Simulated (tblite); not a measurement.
## Molecular dynamics, with input and output: C5H11NSi (part 2 of 2)

Continued. System: C5H11NSi. Method: GFN2-xTB Langevin dynamics, gas phase (tblite 0.8.0). 

Geometry of the input (Å):
```
C  -2.6291  -1.1702  -0.1484
C  -1.8349  0.0687  -0.4071
C  -0.5111  0.2282  -0.2615
C  0.1392  1.5487  -0.5374
C  0.3370  -0.8756  0.1786
N  1.5501  -0.8721  0.5017
Si 2.9534  0.0608  0.7326
H  -2.6925  -1.3680  0.9222
H  -2.1787  -2.0414  -0.6204
H  -3.6401  -1.0559  -0.5308
H  -2.4155  0.9276  -0.7212
H  0.9831  1.4181  -1.2120
H  -0.5680  2.2440  -0.9831
H  0.5179  1.9788  0.3883
H  -0.1702  -1.8431  0.2324
H  3.8843  -0.5403  -0.2216
H  2.9811  1.5219  0.5479
H  3.2852  -0.2238  2.1282
```

Trajectory as extended XYZ, continued
```
18
Properties=species:S:1:pos:R:3:forces:R:3 step=21 time_fs=525.0 energy=-569.30914 temperature=274.2
C    -2.0600   -1.8313    1.3807   -0.8490   0.5653   0.6189
C    -1.7082   -0.9113    0.2330   -0.0251   0.1357   0.6338
C    -0.4794   -0.5826   -0.2148   -0.8798   0.8853  -0.5297
C    -0.2595    0.4854   -1.2872    0.3629   0.0632  -0.0807
C     0.7102   -1.2011    0.3439    0.5045  -0.2432  -0.4773
N     1.8922   -0.7752    0.3722    0.4580   0.2336   0.2203
Si    3.1804    0.3732    0.1226   -1.3691  -0.9672  -0.2649
H    -1.4140   -2.6793    1.5627    0.0735  -0.2046  -0.5114
H    -3.1389   -2.1606    1.3624    1.1619   0.2424  -0.3173
H    -1.9703   -1.2514    2.3224   -0.0937  -0.0040  -0.3811
H    -2.5517   -0.2858   -0.0684    0.1998  -0.3748  -0.2557
H    -0.5257    0.1185   -2.3362    0.4793   0.3798   1.4744
H    -0.8079    1.4485   -1.1175    0.3213  -1.0195  -0.0126
H     0.8379    0.6972   -1.1842   -1.0041   0.0309  -0.6465
H     0.4789   -2.2207    0.6807    0.4131   0.0195   0.3104
H     4.3859   -0.0108    0.8489    0.1107  -0.2613  -0.0496
H     3.3029    0.2376   -1.3638    0.2103   0.3265   0.5476
H     2.7971    1.6384    0.7513   -0.0745   0.1925  -0.2786
18
Properties=species:S:1:pos:R:3:forces:R:3 step=22 time_fs=550.0 energy=-569.41551 temperature=306.5
C    -2.1093   -1.7159    1.3084    0.5386  -0.7330  -0.4124
C    -1.6586   -0.7999    0.2158    0.7986  -1.1304   0.5878
C    -0.3898   -0.5583   -0.1647   -1.1867   1.4489  -1.8498
C    -0.2058    0.3771   -1.3800    1.6598  -0.8772   0.3453
C     0.7716   -1.1516    0.4123   -0.9150  -1.2247   1.2362
N     1.9646   -0.8209    0.5032    0.2331  -0.3636  -0.0349
Si    3.0400    0.3683    0.0221    0.9891   1.4068   0.3496
H    -1.5180   -2.6528    1.3143   -0.4182   0.2377  -0.2752
H    -3.1658   -1.9227    1.2090   -0.0996  -0.2069  -0.0865
H    -1.9515   -1.3388    2.2883    0.1368   0.7431   0.8299
H    -2.4682   -0.4588   -0.3682   -0.5053   0.7642  -0.5071
H    -0.1287   -0.2068   -2.3218    0.0561   0.1459   0.6184
H    -0.9926    1.0790   -1.5241   -0.5225   0.4350   0.2264
H     0.7716    0.9033   -1.2382   -0.8915  -0.2726  -0.2691
H     0.5022   -2.0858    0.9628    0.1804   0.2091  -0.1974
H     4.2687   -0.1002    0.6837   -0.1679   0.2605   0.1683
H     3.4016    0.4592   -1.3516    0.0395  -0.2922  -1.1008
H     2.6507    1.8142    0.2095    0.0744  -0.5505   0.3713
18
Properties=species:S:1:pos:R:3:forces:R:3 step=24 time_fs=600.0 energy=-569.33050 temperature=324.9
C    -2.1313   -1.4974    1.3680   -0.7348  -0.1824   0.0604
C    -1.6423   -0.7645    0.1553   -0.1634   0.0212   0.6239
C    -0.3476   -0.6269   -0.2064   -2.3142   1.3270  -1.7175
C     0.0115    0.1383   -1.4509   -0.4982  -0.3045  -0.6535
C     0.7001   -1.1813    0.5227    2.4695  -1.4029   2.1113
N     1.9245   -0.8362    0.7226   -1.3910  -0.4801  -1.0127
Si    2.8572    0.3828   -0.0574    0.4960  -0.5075  -0.1585
H    -1.7107   -2.5183    1.4416   -0.5201   0.4061  -0.2066
H    -3.2384   -1.4566    1.2622    0.6880  -0.7598   0.3935
H    -1.9208   -1.0408    2.3383    0.2666   0.2756  -0.2614
H    -2.5240   -0.3073   -0.3311    1.2199  -0.0103  -0.3199
H     0.7987   -0.4336   -1.9390    0.2964   0.4992   0.0059
H    -0.7871    0.2188   -2.2020   -0.1843  -0.2629   0.4745
H     0.2666    1.1622   -1.2233    0.5087   0.0708   0.0530
H     0.4061   -2.1009    1.0774    0.1208   0.3986   0.0235
H     4.0681    0.3950    0.7382    0.2459  -0.0751   0.0635
H     3.1731    0.2091   -1.5090   -0.1326  -0.0985   0.5023
H     2.1816    1.6198    0.1015   -0.3731   1.0854   0.0184
18
Properties=species:S:1:pos:R:3:forces:R:3 step=26 time_fs=650.0 energy=-569.33734 temperature=411.7
C    -2.1560   -1.3512    1.4646    0.4911   1.8750  -0.8756
C    -1.6354   -0.8431    0.0965   -1.3735  -0.7521   2.6912
C    -0.3459   -0.6928   -0.1465    0.6434   0.5869  -1.9697
C    -0.0130   -0.0858   -1.5090    0.4673   1.0447   1.8336
C     0.7576   -1.1659    0.6671   -1.1197  -0.6806   0.3283
N     1.9822   -0.9464    0.6548    0.1895  -0.2553   0.1235
Si    2.8771    0.3272    0.0288    1.6511   0.9617   0.0337
H    -1.8222   -2.3337    1.5756    0.4298  -1.5661   0.3938
H    -3.2497   -1.3328    1.5591    0.5503   0.2848  -0.0538
H    -1.6293   -0.7125    2.2006   -0.7704  -0.4537  -0.0051
H    -2.4520   -0.5118   -0.4998    0.0717   0.2167  -0.8227
H     0.9300   -0.4301   -1.8556    0.7608  -0.1854  -0.2628
H    -0.7522   -0.3464   -2.2024   -1.0330  -0.1344  -0.9465
H     0.0309    1.0152   -1.3588    0.0056  -0.6083  -0.4013
H     0.4600   -1.9152    1.3783   -0.3651  -0.5770   0.4797
H     3.9888    0.5013    1.0268   -0.2750  -0.2648  -0.4569
H     3.3750    0.0452   -1.3302   -0.0928   0.1227   0.2329
H     2.1482    1.5690    0.1988   -0.2310   0.3851  -0.3225
18
Properties=species:S:1:pos:R:3:forces:R:3 step=27 time_fs=675.0 energy=-569.25355 temperature=333.7
C    -2.1840   -1.4112    1.5260   -0.2338  -2.4735  -2.3003
C    -1.6400   -0.9239    0.1506   -1.6360  -0.0848   1.4043
C    -0.3790   -0.8096   -0.2765   -0.7334   0.4653   0.8496
C    -0.0711   -0.1574   -1.5639    0.0340  -0.2676   0.6935
C     0.7066   -1.2590    0.5679    1.1128   0.8517  -0.5969
N     1.9196   -0.9202    0.6841    0.4840   1.2350  -0.6352
Si    2.9687    0.4043    0.1346   -0.4208  -1.0871  -0.6936
H    -1.9760   -2.5528    1.5749   -0.1279   1.6143   0.1010
H    -3.3020   -1.3570    1.5732    1.1437   0.3736  -0.0354
H    -1.7000   -0.9521    2.3364    0.3636   0.5655   0.8850
H    -2.4881   -0.5735   -0.4454    0.5737  -0.0412  -0.2079
H     0.7961   -0.6267   -1.9066    1.4339  -0.6647  -1.0032
H    -0.8722   -0.3034   -2.2264   -0.9449   0.0767  -0.9881
H     0.1656    0.8671   -1.4328   -0.0180   1.0524   0.1011
H     0.4106   -2.0671    1.1523   -0.4332  -1.5309   1.2819
H     3.9643    0.4387    1.1800   -0.0056   0.1719   0.4064
H     3.7941    0.0693   -1.0968   -0.6259  -0.0608   0.4767
H     2.3272    1.6887   -0.2278    0.0338  -0.1957   0.2612
18
Properties=species:S:1:pos:R:3:forces:R:3 step=29 time_fs=725.0 energy=-569.22991 temperature=331.3
C    -2.0801   -1.5278    1.5039    1.2402   0.6659   1.4407
C    -1.7023   -0.8978    0.2273   -0.3357  -0.0598  -0.6891
C    -0.4840   -0.7815   -0.3197   -0.4893  -0.0349   0.2114
C    -0.2603   -0.0346   -1.5679    1.2956   0.6944  -1.1898
C     0.7123   -1.2764    0.3437   -0.1871   0.0376   0.9638
N     1.8455   -0.7816    0.4937    0.1515  -0.3483  -0.4109
Si    3.1071    0.2965    0.3687    1.6413  -0.4611   1.2388
H    -1.7341   -2.5443    1.5932    0.2017  -0.3950  -0.0354
H    -3.1438   -1.5190    1.6183   -0.4382   0.0976   0.2931
H    -1.5687   -0.9520    2.3489   -0.8524  -0.6984  -0.8007
H    -2.5916   -0.5106   -0.2774    0.5658   0.1541  -0.2547
H     0.4425   -0.6261   -2.2486   -1.2317   0.5678   0.5395
H    -1.2335    0.2434   -2.0769    1.4685  -0.1266   0.5221
H     0.4122    0.8405   -1.2800   -1.2183  -0.5548  -0.5687
H     0.5829   -2.1331    0.9819   -0.5978  -0.8854   0.1289
H     3.3680    0.5904    1.8536   -0.1807  -0.0596  -0.9332
H     4.3628   -0.3815   -0.1765   -0.9081   0.2772   0.2178
H     2.8436    1.4796   -0.3538   -0.1254   1.1291  -0.6734
18
Properties=species:S:1:pos:R:3:forces:R:3 step=30 time_fs=750.0 energy=-569.26413 temperature=243.1
C    -1.9978   -1.5750    1.4977   -1.2989   2.0705   0.1030
C    -1.7342   -0.9451    0.1367    0.7860   0.2401   0.9529
C    -0.4820   -0.6603   -0.3016   -0.3840  -0.4582  -0.9953
C    -0.2671    0.0493   -1.6682   -0.0386   1.2871   2.3975
C     0.6766   -1.2828    0.3865    0.9451   1.5290  -1.1246
N     1.8928   -0.9315    0.4020   -0.0823   0.4790   0.3133
Si    3.1716    0.2439    0.4519   -0.1404  -1.0086  -1.2115
H    -1.4569   -2.4564    1.6111    0.6247  -1.5995   0.1540
H    -3.1002   -1.7326    1.6646    1.1581   0.0162  -0.2627
H    -1.6437   -0.8994    2.3200   -0.3235  -0.3639  -0.6881
H    -2.6369   -0.5885   -0.3351    0.2168   0.0899  -0.3448
H     0.3279   -0.4796   -2.3659    0.4991  -0.7206  -0.3270
H    -1.2607    0.2142   -2.0629    0.0459   0.3080  -0.2489
H     0.2732    1.0381   -1.4635   -0.8370  -1.1829  -0.3124
H     0.4458   -2.2334    0.8010   -0.1632  -0.8634   0.5493
H     3.0105    0.7563    1.7941    0.0405   0.2003   0.1825
H     4.4305   -0.5671    0.2137   -0.6800   0.2799   0.2842
H     3.3261    1.2990   -0.6288   -0.3684  -0.3029   0.5784
18
Properties=species:S:1:pos:R:3:forces:R:3 step=32 time_fs=800.0 energy=-569.26606 temperature=222.1
C    -2.0994   -1.5723    1.3544    1.5344  -0.2308  -0.3388
C    -1.6340   -0.8976    0.0790   -0.9438  -0.8788   0.6377
C    -0.4002   -0.7515   -0.3851    0.3115   0.9007  -0.7613
C    -0.0812    0.1469   -1.5643   -0.0801  -2.4227  -1.9391
C     0.7228   -1.3299    0.3283    0.8753   0.3328   0.6354
N     1.9198   -0.9463    0.4366    0.2075   0.2538  -0.0048
Si    3.2428    0.1547    0.3246   -0.2315  -0.4340   0.5216
H    -1.4392   -2.4311    1.6930   -1.0402   0.9263  -0.4815
H    -3.1344   -1.8085    1.2404   -0.4290  -0.6991   0.0201
H    -2.0587   -0.8062    2.1080    0.1545   0.2437   0.6001
H    -2.5007   -0.5291   -0.4413    0.1360   0.4867  -0.4137
H     0.6528   -0.4056   -2.2597   -0.7749   0.8836   1.0969
H    -0.9114    0.4414   -2.2259   -0.1878  -0.5483   0.5278
H     0.3169    1.0484   -1.2529    1.2077   1.5202   0.7970
H     0.4356   -2.1873    0.9466    0.0924  -0.1964  -0.1025
H     3.0954    1.0331    1.5815   -0.0475  -0.4603  -1.0355
H     4.5741   -0.5478    0.5106   -0.7285   0.1340  -0.0799
H     3.3212    0.7507   -1.0283   -0.0561   0.1886   0.3204
18
Properties=species:S:1:pos:R:3:forces:R:3 step=34 time_fs=850.0 energy=-569.28311 temperature=253.4
C    -2.1703   -1.6665    1.1353   -1.0138   0.2918   0.0007
C    -1.5684   -0.7370    0.1547    0.7319   0.6157  -0.0711
C    -0.2621   -0.6688   -0.2250   -2.1919   0.7231  -1.0698
C     0.1374    0.1658   -1.4325    0.4883   1.2580   0.6737
C     0.7451   -1.3181    0.5239    0.1367  -1.5170   1.4767
N     1.9307   -0.9461    0.5815    0.0693  -0.9019   0.6854
Si    3.1763    0.0367    0.0807    0.1574   0.5828   0.6618
H    -1.5594   -2.4421    1.5302    0.7631  -0.1957   0.3705
H    -2.9587   -2.1985    0.5991   -0.3230   0.1064   0.0461
H    -2.6447   -1.0864    1.9427    0.1581  -0.3304  -0.1552
H    -2.3084    0.0170   -0.1665    0.5720  -0.5249  -0.3693
H     0.6579   -0.4727   -2.1567    0.1968   0.3540   0.3997
H    -0.7191    0.5886   -1.9504   -0.3001  -0.1845   0.1500
H     0.7596    1.0984   -1.1353   -0.7127  -1.7140  -0.4496
H     0.4593   -2.1703    1.2707    0.1857   1.2019  -1.1621
H     3.3972    0.8462    1.2935   -0.0271   0.1294  -0.3167
H     4.2241   -0.9138   -0.0399    0.8383  -0.5325  -0.2613
H     2.8941    0.7153   -1.1456    0.2711   0.6378  -0.6095
18
Properties=species:S:1:pos:R:3:forces:R:3 step=35 time_fs=875.0 energy=-569.15386 temperature=313.4
C    -2.2142   -1.6173    1.1243    0.3625  -1.5551  -0.2289
C    -1.5473   -0.6863    0.1766   -0.3743  -1.3721  -0.0030
C    -0.2670   -0.6800   -0.1719    0.4300   1.4102  -1.7285
C     0.1877    0.1960   -1.3661   -0.2697  -0.1472   2.1444
C     0.7612   -1.2878    0.6041   -0.9382  -1.4942   2.5349
N     1.9892   -1.1195    0.6686    1.8378   1.3038  -1.0856
Si    3.1912   -0.0201   -0.0265    0.3185  -0.6953   0.7672
H    -1.5473   -2.4006    1.5359    0.0040   0.8872   0.2180
H    -2.9273   -2.2762    0.6017   -0.2103   0.7002  -0.1759
H    -2.7324   -1.0875    1.8917   -0.2729   0.2201   0.5526
H    -2.2290   -0.1811   -0.4550   -0.5990   0.7111  -0.3699
H     0.9658   -0.2705   -1.8727    1.4266  -1.0572  -0.7791
H    -0.5411    0.4287   -2.0877   -1.2873   0.1453  -0.4532
H     0.5968    1.1140   -0.9747    0.0262   0.4409   0.1801
H     0.3407   -1.9695    1.4894    0.6620   0.8936  -1.6163
H     3.4794    0.7422    1.2752   -0.0978  -0.5060  -0.9174
H     4.2373   -0.9536   -0.6055   -0.5649   0.2760   0.5852
H     3.2217    0.9924   -1.1344   -0.4532  -0.1612   0.3755
18
Properties=species:S:1:pos:R:3:forces:R:3 step=37 time_fs=925.0 energy=-569.19711 temperature=261.4
C    -2.1768   -1.6320    1.2050   -0.4022   0.1409   1.2837
C    -1.5468   -0.9956    0.0295    1.4830   1.8597   0.0304
C    -0.2118   -0.6516   -0.0852   -2.4604   1.1805  -1.7695
C     0.1202    0.3578   -1.2519    0.6186  -2.1729  -0.2355
C     0.7716   -1.2708    0.7238    1.6329  -0.5186  -0.2872
N     2.0327   -1.1066    0.7213   -0.3886   0.2779  -0.1507
Si    3.2698   -0.2299   -0.0930   -0.6152  -0.3525  -0.1199
H    -1.6696   -2.4446    1.7605    0.3473   0.7373  -0.5167
H    -3.1340   -2.0550    0.9893   -0.7418  -0.1975  -0.5739
H    -2.4168   -0.8047    1.9368    0.4211  -0.7051  -0.4813
H    -2.2075   -0.3475   -0.5949    0.2305  -1.0510   0.4214
H     1.1087    0.0719   -1.6703   -0.3140   0.2513   0.4550
H    -0.5459    0.1716   -2.1283    0.0486   0.4229   0.9855
H     0.1713    1.4029   -0.9758   -0.2884  -0.1306   0.2208
H     0.4279   -2.1264    1.3068   -0.1403   0.1694   0.2294
H     4.2813   -0.3628    0.8909    0.7663   0.2997   0.8196
H     3.6981   -1.2127   -1.0911   -0.1690   0.1472  -0.3617
H     3.1362    1.1641   -0.5867   -0.0285  -0.3587   0.0507
18
Properties=species:S:1:pos:R:3:forces:R:3 step=38 time_fs=950.0 energy=-569.13628 temperature=256.1
C    -2.1922   -1.6926    1.2275    0.2343  -0.2254  -0.2826
C    -1.5619   -0.9209    0.0810    0.9611  -0.4101  -0.0346
C    -0.2322   -0.6658   -0.1449   -2.0300   0.7666  -0.2725
C     0.1270    0.3277   -1.1966    1.9647   0.8950   1.9435
C     0.7945   -1.1779    0.7029   -0.5175   0.1969   0.2015
N     2.0203   -0.9837    0.7701    1.6482   0.2763  -0.3262
Si    3.3428   -0.3577   -0.1346   -0.2201  -0.9557  -0.2561
H    -1.7045   -2.6228    1.5483    0.3005   0.3209  -0.4175
H    -3.1531   -1.9642    0.8667   -0.9948  -0.4820  -0.2851
H    -2.4073   -1.1752    2.1634    0.4960   0.6337  -0.2481
H    -2.2597   -0.6573   -0.7412    0.4216   0.1530   0.9053
H     1.0044    0.0452   -1.7160    1.1359  -0.5995  -0.4175
H    -0.5753    0.4509   -1.9327   -2.0206   0.6495  -1.2491
H     0.4515    1.3032   -0.6825   -0.8651  -1.1159  -0.6835
H     0.3782   -1.8243    1.4270   -0.3363  -0.9761   1.0879
H     4.4965   -0.3367    0.8373   -0.6027  -0.1907  -0.5952
H     3.2864   -1.2434   -1.4177    0.4071   0.3752   1.0090
H     3.2095    0.9428   -0.7351    0.0181   0.6881  -0.0790
18
Properties=species:S:1:pos:R:3:forces:R:3 step=40 time_fs=1000.0 energy=-569.38864 temperature=213.3
C    -2.1560   -1.8823    0.9295    0.1761  -0.1445   0.4534
C    -1.5586   -0.8800    0.0142   -0.1092   0.0643   0.0831
C    -0.2959   -0.4728   -0.1099    0.7405   0.3333  -0.3528
C     0.1880    0.4375   -1.2313   -0.6037  -1.3065  -0.4373
C     0.7443   -0.9996    0.7714    0.1723   0.1713  -1.1992
N     1.9782   -0.8486    0.6074   -0.2065  -0.6361   0.4435
Si    3.3443   -0.4713   -0.3025   -0.3140  -0.3539  -0.9576
H    -1.8833   -2.8430    0.5007   -0.7236  -0.3479  -0.1788
H    -3.2289   -1.7435    1.1491    0.5146  -0.1952  -0.6896
H    -1.6789   -1.9126    1.8864    0.4018   0.2746   0.7585
H    -2.2432   -0.5456   -0.7121   -0.7766   0.5111  -0.8308
H     1.0279   -0.0194   -1.7810   -0.7508  -0.3614  -0.0481
H    -0.6178    0.7550   -1.9117    0.3284  -0.3480   0.2949
H     0.6627    1.2800   -0.8449    0.4148   1.6221   0.9747
H     0.3947   -1.7043    1.5034   -0.0237  -0.1108   0.6608
H     4.1112    0.0014    0.8069    0.7856   0.0645   0.3558
H     3.6248   -1.7438   -1.1325   -0.0997   0.8734   0.7499
H     3.2942    0.6505   -1.2693    0.0737  -0.1102  -0.0801
```

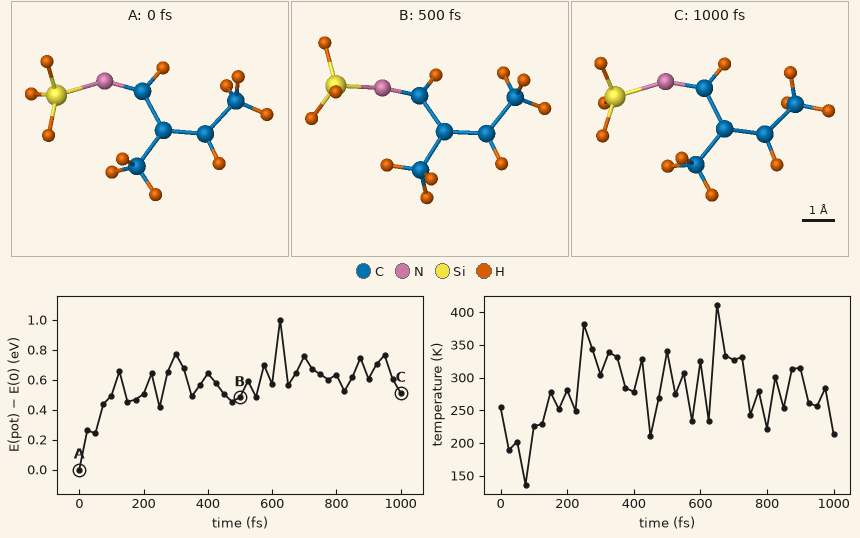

*Frames of the molecular dynamics (ball-and-stick, seen at a tilt) above the curves, on which the letters mark them.*

The trajectory kept here has 41 frames over 1000 fs. The temperature starts at 254 K, ranges from 136 to 412 K and averages 289 K over the second half. The potential energy ends 0.512 eV above its first value. After an unweighted best fit of the last frame on the first, the root-mean-square displacement is 1.27 Å, and H17 has moved furthest (2.53 Å).

Results in brief

```csv
quantity,value
outcome,finished
mean temperature over the second half,289 K
trajectory,"41 frames kept, 1000 fs"
wall time,23 s
peak memory,0.18 GiB
```
